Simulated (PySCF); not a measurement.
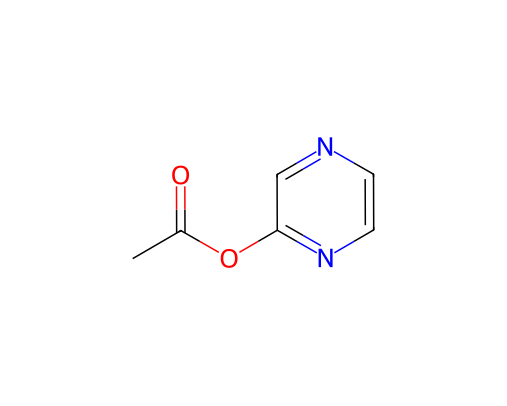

A structural formula.

Give its SMILES.

Answer. CC(=O)Oc1cnccn1

Give the formula, hydrogens included.

Answer. C6H6N2O2.

An optimisation with GFN2-xTB gave a structure of which point group?

Answer. C1. Other conformers may differ.

More results for the same structure follow; atom numbers are the same in all pictures, views and colours differ. Computed geometry: GFN2-xTB optimisation. No frequency run is at hand to confirm it as a minimum.

### Excitation

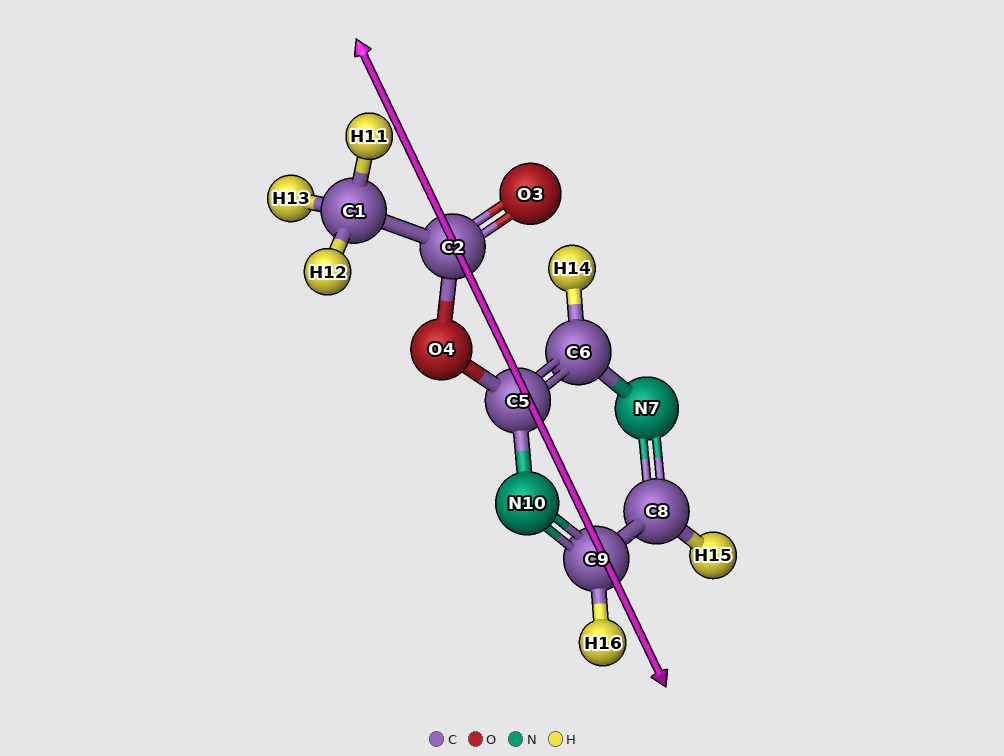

The double arrow shows the direction of the transition dipole to excited singlet state 3 (its length means nothing). No frequency run is at hand to confirm it as a minimum. Level of theory: TDDFT PBE0/def2-SVPD, vertical, gas phase, core orbitals frozen in the response (PySCF 2.14.0).

Where does the transition lie, and how strong is it?

Answer. 5.30 eV (234 nm), oscillator strength 0.15, mainly HOMO−1 → LUMO (weight 0.88); transition dipole 2.72 D.

### NMR shielding

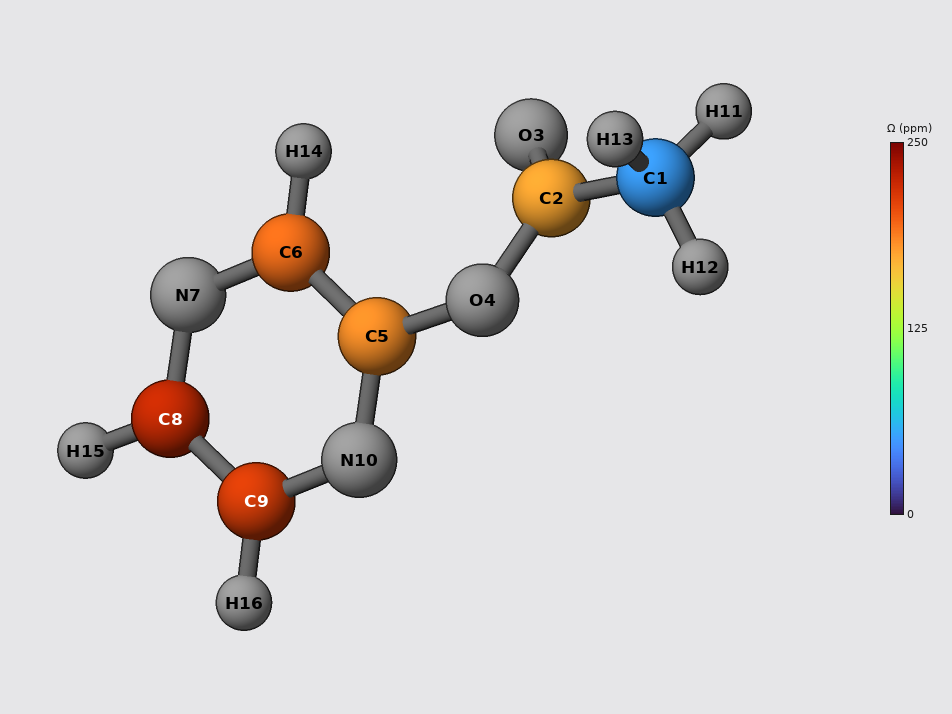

The C atoms are coloured by the span of their shielding tensor. No frequency run is at hand to confirm it as a minimum. Method: GIAO PBE0/pcSseg-1 NMR shielding, non-relativistic, gas phase (PySCF 2.14.0). Principal shieldings σ11 ≤ σ22 ≤ σ33, span Ω = σ33 − σ11, skew κ = 3(σiso − σ22)/Ω.

Give the shielding tensors of the C atoms.

| atom | σ11 | σ22 | σ33 | σiso | Ω | κ |
| --- | --- | --- | --- | --- | --- | --- |
| C1 | 140.8 | 155.2 | 192.8 | 162.9 | 52.0 | 0.45 |
| C2 | −101.4 | 67.7 | 71.6 | 12.6 | 172.9 | −0.96 |
| C5 | −76.7 | 49.6 | 104.6 | 25.8 | 181.3 | −0.39 |
| C6 | −45.3 | 24.2 | 146.4 | 41.8 | 191.8 | 0.27 |
| C8 | −68.9 | 35.9 | 151.4 | 39.5 | 220.3 | 0.05 |
| C9 | −65.7 | 35.8 | 144.6 | 38.2 | 210.3 | 0.03 |

Shieldings and span in ppm.

### Polarisability

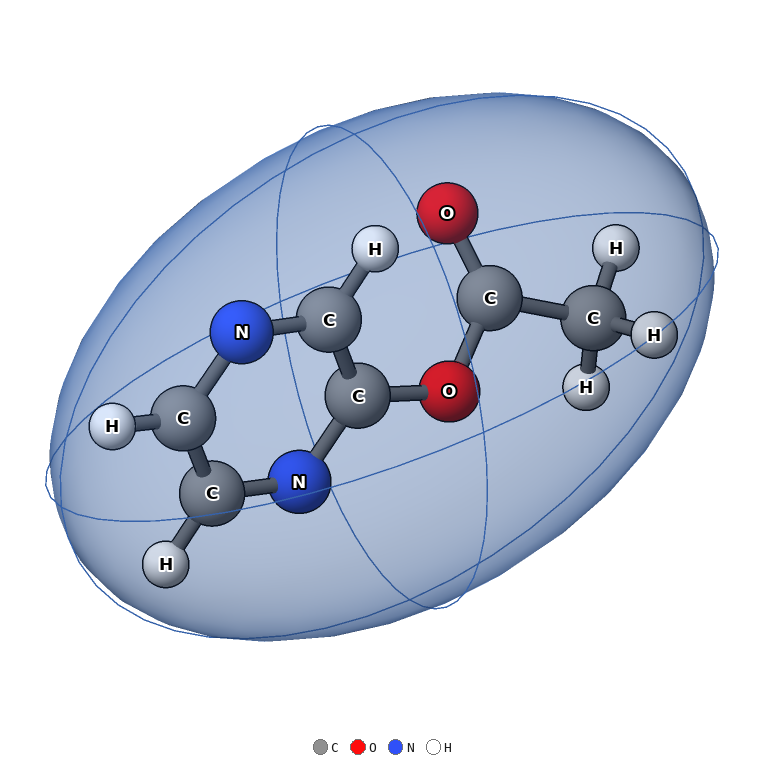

The ellipsoid shows the static dipole polarisability: its half-axes are proportional to the principal values. No frequency run is at hand to confirm it as a minimum. Computed with PBE0/def2-SVPD (PySCF 2.14.0).

Give the principal values, the mean and the anisotropy.

Answer. Principal values 57.0, 85.7, 124.0 bohr³; mean 88.9 bohr³ (13.18 Å³); anisotropy 58.2 bohr³, so the longest axis is 2.18 times the shortest.

### Ring current

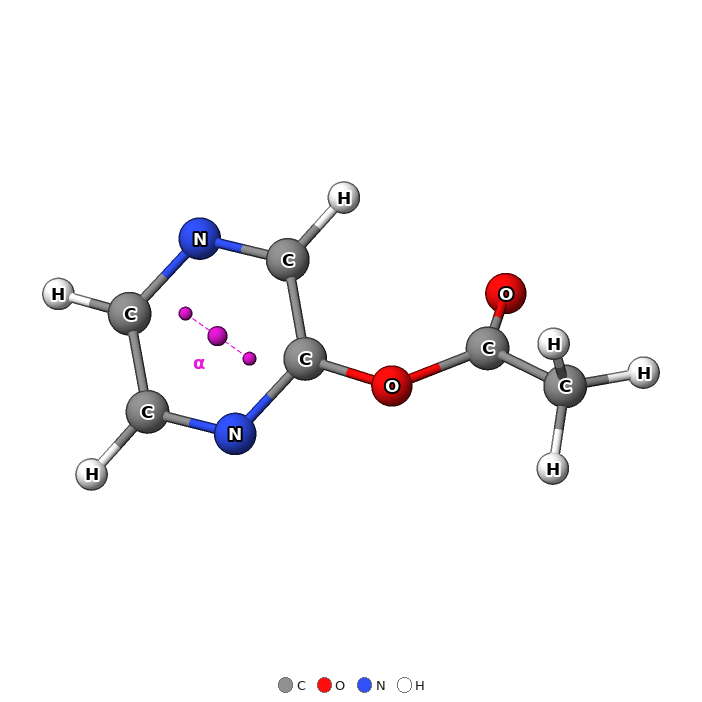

The small points mark where nucleus-independent chemical shifts (NICS) were computed: at the centre of each lettered ring and 1 Å above and below it. No frequency run is at hand to confirm it as a minimum. Method: GIAO PBE0/pcSseg-1 NMR shielding, non-relativistic, gas phase (PySCF 2.14.0).

Give NICS(0), NICS(1) and the out-of-plane component NICS(1)zz for each ring (means of the two sides).

```json
{"ring": "α", "members": "C4N2", "NICS(0)": "−7.2", "NICS(1)": "−11.2", "NICS(1)zz": "−27.9"}
```

Values in ppm.

What do the values say about the ring currents?

Answer. Ring α: diatropic, as in an aromatic ring. NICS is one index among several.
